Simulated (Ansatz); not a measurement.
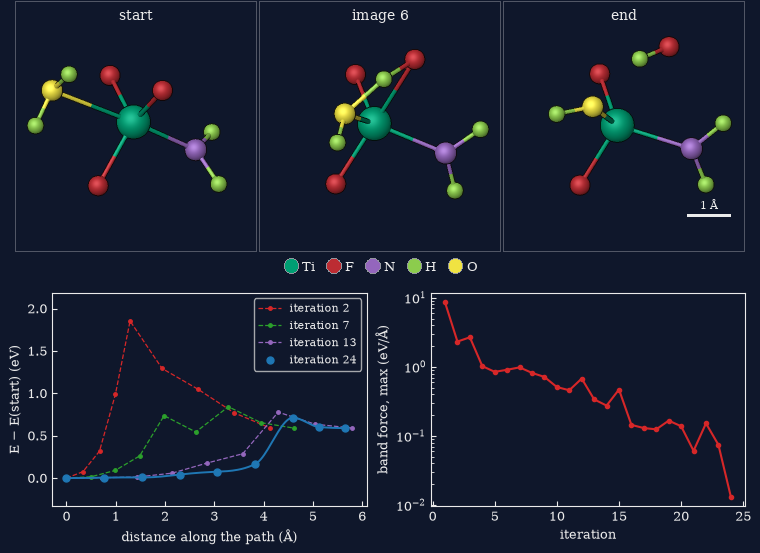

A nudged-elastic-band calculation for TiNH₄OF₃. Images are numbered from 0 (start) to 8 (end). The plot follows the band through its iterations. The picture is a ball-and-stick view, seen from a free direction.

Theory: RKS B3LYP-D4/def2-SVP (Ansatz 0.2.0). Settings: 7 movable images; climbing image; force threshold 0.03 eV/Å; iteration limit 60; starting path through a guess of the saddle point.

### How did the profile develop, and is the result final?

The result is final at these settings. The band converged in 24 iterations. The largest component of the band force went from 8.5 to 0.013 eV/Å. The climbing image converged on the top of the path. Its vibrational analysis gives one imaginary mode (554i cm⁻¹), as a transition state must have. The first iteration put the highest image at 3.90 eV. The highest point, image 6, lies 0.71 eV above the start and 0.12 eV above the end; the end is at +0.59 eV relative to the start.
